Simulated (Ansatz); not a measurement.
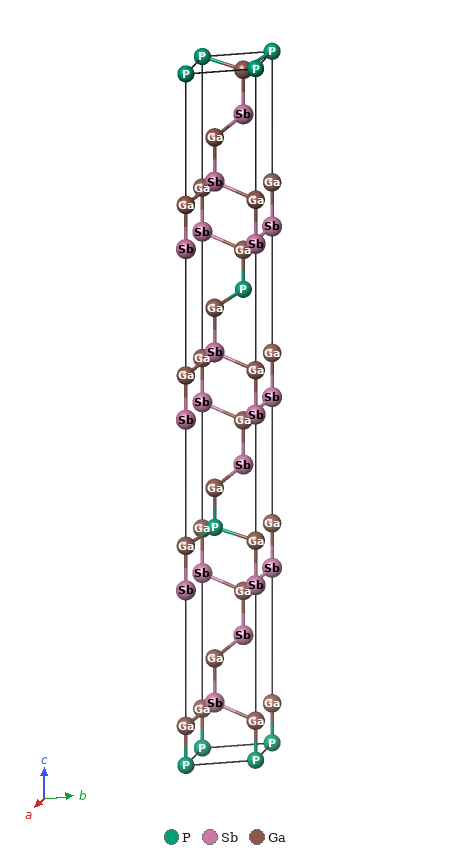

The figure gives a ball-and-stick picture of the atoms, viewed slightly off an axis. The frame is the conventional unit cell; atoms at its boundary are shown with their periodic copies.

Ga4Sb3P, space group R3m (No. 160), a = 4.226 Å, b = 4.226 Å, c = 41.348 Å, α = 90.00°, β = 90.00°, γ = 120.00°. The structure comes from a structure type filled with these elements by a generator (whether the compound takes this form wasn't checked). Earlier steps of the study, as a rule a relaxation of our own, may have changed the cell and positions, so they can lie some per cent off the listed ones. A calculation with Ansatz used it as input.

This one geometry was computed with Ansatz (DFT, plane waves, PAW) at three levels of theory: PBE, PBE with spin-orbit coupling and r2SCAN. It was relaxed beforehand with r2SCAN.

Which level gives the highest pressure at this volume, and what does that say about its equilibrium volume?

Answer. Highest: PBE (2.0 GPa) and PBE with spin-orbit coupling (2.0 GPa), which points to the largest equilibrium volume. Lowest, with the smallest volume: r2SCAN (0.0 GPa). Levels within 0.5 GPa of each other can't be told apart.

How does the band gap change with the level of theory?

Answer. PBE: a metal; r2SCAN: a metal; PBE with spin-orbit coupling: a gap of 0.09 eV, indirect.

Collect the results in a table.

Answer.
| level | cutoff (eV) | k-mesh of the run's cell | gap (eV) | pressure (GPa) |
| --- | --- | --- | --- | --- |
| PBE | 420 | 8×8×8 | metal | 2.0 |
| PBE with spin-orbit coupling | 420 | 8×8×8 | 0.09 | 2.0 |
| r2SCAN | 500 | 8×8×8 | metal | 0.0 |

Gaps are taken on the k-mesh or band path of each run.
